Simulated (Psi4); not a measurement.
# AlNH3OF (SMILES [NH2][Al]([OH])[F]) at MP3/cc-pVDZ

What is the energy change on altering one bond length of AlNH3OF at MP3/cc-pVDZ? 

The calculation is run with Psi4 1.11.

### Step 1. The structure to begin with

AlNH3OF: 7 atoms, total charge 0, spin state singlet. As SMILES, `[NH2][Al]([OH])[F]`. The coordinates come from a PBE0-D4/def2-TZVP relaxation. This is one conformer, not always the lowest.

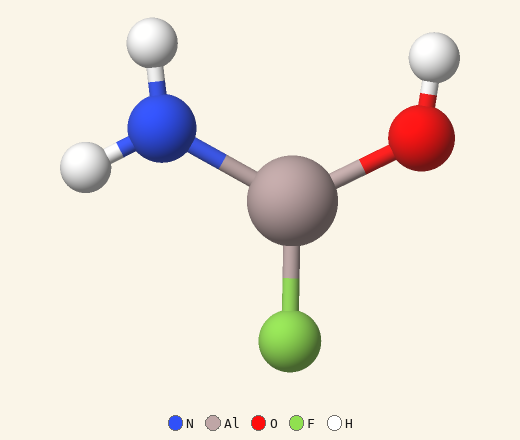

Viewed from a chosen angle; nitrogen blue, aluminium light grey, oxygen red, fluorine green, hydrogen white.

### Step 2. A single-point energy at MP3/cc-pVDZ

Input file alfh3no.dat:

```
memory 2200 MB

molecule {
  0 1
  N     -0.569800     0.926800    -0.530800
  Al    -0.133300    -0.630000     0.151800
  O      1.368400    -1.004200     0.819000
  F     -1.265600    -1.822100     0.146500
  H     -1.473200     1.130200    -0.925100
  H      0.029600     1.732300    -0.586700
  H      2.105200    -0.401000     0.879500
  symmetry c1
  no_reorient
  no_com
}

set globals {
  puream          true
  e_convergence   1e-09
  d_convergence   1e-08
  scf_type        pk
  num_frozen_docc 8
  mp_type         conv
}

e = energy("mp3/cc-pVDZ")
```

Run with:

```sh
psi4 -i alfh3no.dat -o alfh3no.out -n 1
```

alfh3no.out:

```text
[...]
  Running in c1 symmetry.
[...]
  Nuclear repulsion =  160.681135521526301
[...]
  Multiplicity = 1
[...]
  Nalpha       = 20
  Nbeta        = 20
[...]
    Number of basis functions: 75
[...]
   @RHF iter   1:  -472.37700543790214   -1.24855e+00   9.62290e-03 DIIS/ADIIS
[...]
   @RHF iter  12:  -472.58994450949996    5.68434e-14   2.14215e-09 DIIS
[...]
    Orbital Energies [Eh]
    ---------------------
    Doubly Occupied:
       1A    -58.502667     2A    -26.245727     3A    -20.543786
       4A    -15.539325     5A     -4.918226     6A     -3.234193
       7A     -3.233908     8A     -3.233018     9A     -1.530763
      10A     -1.310320    11A     -1.117883    12A     -0.698484
      13A     -0.655981    14A     -0.641469    15A     -0.609548
      16A     -0.609360    17A     -0.576322    18A     -0.514319
      19A     -0.503514    20A     -0.411320
[...]
  @RHF Final Energy:  -472.58994450949996
   => Energetics <=
    Nuclear Repulsion Energy =            160.6811355215263006
    One-Electron Energy =                -977.2818913308813080
    Two-Electron Energy =                 344.0108112998549927
    Total Energy =                       -472.5899445094999578
[...]
 Multipole Moments:
 ------------------------------------------------------------------------------------
     Multipole            Electronic (a.u.)      Nuclear  (a.u.)        Total (a.u.)
 ------------------------------------------------------------------------------------
 L = 1.  Multiply by 2.5417464519 to convert [e a0] to [Debye]
 Dipole X            :         10.9028767          -10.3993518            0.5035248
 Dipole Y            :         46.1248513          -44.7362425            1.3886089
 Dipole Z            :        -10.6744327           10.3859348           -0.2884979
 Magnitude           :                                                    1.5049927
[...]
	SCS-MP2 Total Energy (a.u.)        :  -473.18171512540926
	SOS-MP2 Total Energy (a.u.)        :  -473.17318452412417
[...]
	SOS-PI-MP2 Total Energy (a.u.)     :  -473.21804914063370
[...]
	MP2 Total Energy (a.u.)            :  -473.19877632797954
[...]
	SCS-MP3 Total Energy (a.u.)        :  -473.18364567709659
[...]
	MP3 Total Energy (a.u.)            :  -473.20649853472878
[...]
```

Run time: 11 s. Hardware: 1 thread of AMD EPYC 7R43 (Zen 3), shared host; peak memory 0.45 GiB.

### Step 3. The distorted shape, same level

Input file alfh3no.in:

```
memory 2.2 GB

molecule mol {
  N     -0.230108     1.284432    -0.529210
  Al     0.206392    -0.272368     0.153390
  O      1.708092    -0.646568     0.820590
  F     -1.265600    -1.822100     0.146500
  H     -1.133508     1.487832    -0.923510
  H      0.369292     2.089932    -0.585110
  H      2.444892    -0.043368     0.881090
  symmetry c1
  no_reorient
  no_com
}

set {
  basis cc-pVDZ
  puream true
  e_convergence 1e-09
  d_convergence 1e-08
  scf_type pk
  num_frozen_docc 8
  mp_type conv
}

energy("mp3")
print_variables()
```

Run with:

```sh
psi4 -n 1 alfh3no.in alfh3no.out
```

alfh3no.out:

```text
[...]
  Running in c1 symmetry.
[...]
  Nuclear repulsion =  148.353462166895383
[...]
  Multiplicity = 1
[...]
  Nalpha       = 20
  Nbeta        = 20
[...]
    Number of basis functions: 75
[...]
   @RHF iter   1:  -472.29497268203102   -1.39755e+00   9.90741e-03 DIIS/ADIIS
[...]
   @RHF iter  12:  -472.52703483012215   -4.09273e-12   3.88498e-09 DIIS
[...]
    Orbital Energies [Eh]
    ---------------------
    Doubly Occupied:
       1A    -58.556908     2A    -26.178601     3A    -20.564358
       4A    -15.561155     5A     -4.961827     6A     -3.278716
       7A     -3.277993     8A     -3.275346     9A     -1.416705
      10A     -1.329846    11A     -1.137365    12A     -0.708043
      13A     -0.667479    14A     -0.615585    15A     -0.534152
      16A     -0.526002    17A     -0.518157    18A     -0.513913
      19A     -0.513322    20A     -0.430526
[...]
  @RHF Final Energy:  -472.52703483012215
   => Energetics <=
    Nuclear Repulsion Energy =            148.3534621668953832
    One-Electron Energy =                -952.6289991942787765
    Two-Electron Energy =                 331.7485021972612458
    Total Energy =                       -472.5270348301221475
[...]
 Multipole Moments:
 ------------------------------------------------------------------------------------
     Multipole            Electronic (a.u.)      Nuclear  (a.u.)        Total (a.u.)
 ------------------------------------------------------------------------------------
 L = 1.  Multiply by 2.5417464519 to convert [e a0] to [Debye]
 Dipole X            :         -8.4640754            9.5003184            1.0362430
 Dipole Y            :         25.7865401          -23.7856199            2.0009202
 Dipole Z            :        -10.7824530           10.4790794           -0.3033737
 Magnitude           :                                                    2.2736571
[...]
	SCS-MP2 Total Energy (a.u.)        :  -473.12734886369270
	SOS-MP2 Total Energy (a.u.)        :  -473.11876811696135
[...]
	SOS-PI-MP2 Total Energy (a.u.)     :  -473.16428606210286
[...]
	MP2 Total Energy (a.u.)            :  -473.14451035715524
[...]
	SCS-MP3 Total Energy (a.u.)        :  -473.12845610617489
[...]
	MP3 Total Energy (a.u.)            :  -473.14893932708412
[...]
```

Wall time 11 s (1 thread of AMD EPYC 7R43 (Zen 3), shared host); peak memory 0.43 GiB.

### Step 4. What came out

At MP3/cc-pVDZ, 8 core orbitals frozen:

```
                                                          quantity          value
                                         first shape: total energy  -473.20650 Eh
                  first shape: HOMO energy (Hartree–Fock orbitals)      -11.19 eV
                  first shape: LUMO energy (Hartree–Fock orbitals)        2.99 eV
                first shape: HOMO–LUMO gap (Hartree–Fock orbitals)       14.18 eV
          first shape: correlation energy (8 core orbitals frozen)     -616.6 mEh
                                     distorted shape: total energy  -473.14894 Eh
              distorted shape: HOMO energy (Hartree–Fock orbitals)      -11.72 eV
              distorted shape: LUMO energy (Hartree–Fock orbitals)        2.10 eV
            distorted shape: HOMO–LUMO gap (Hartree–Fock orbitals)       13.82 eV
      distorted shape: correlation energy (8 core orbitals frozen)     -621.9 mEh
energy change with the Al2–F4 bond stretched from 1.644 to 2.137 Å       1.566 eV
```

In words: With the Al2–F4 bond stretched from 1.644 to 2.137 Å the energy rises by 1.57 eV (36 kcal/mol). The first shape isn't relaxed at this level, so the change isn't measured from a minimum.
